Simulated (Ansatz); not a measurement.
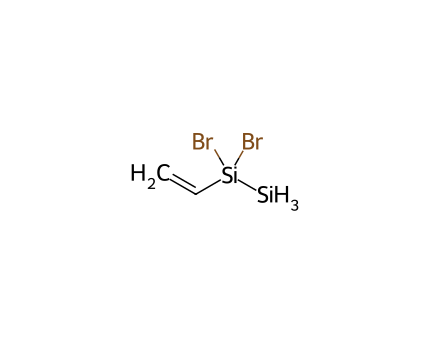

The drawing above gives the connectivity. Computed geometry: PBE0-D4/def2-TZVP optimisation.

What does the molecule look like in three dimensions?

The molecule is C₂H₆Br₂Si₂. As SMILES it reads `C=C[Si]([SiH3])(Br)Br`. It has no ring. Among its groups: alkene, Si–H bond. This geometry has C1 symmetry. Coordination: 2 C trigonal planar; 2 Si tetrahedral.

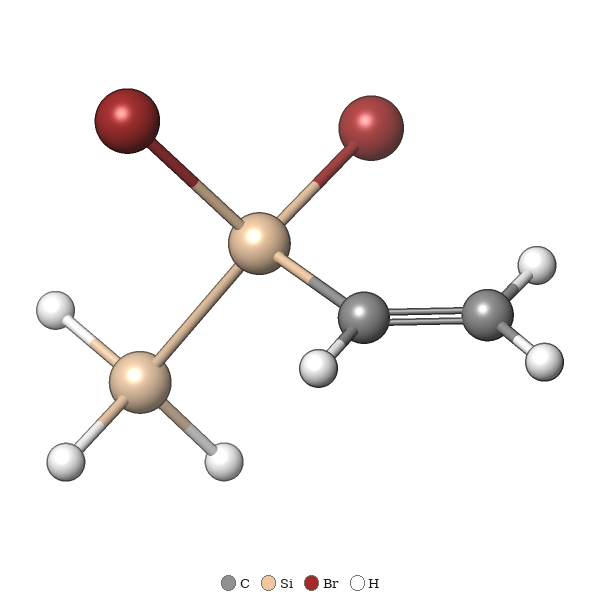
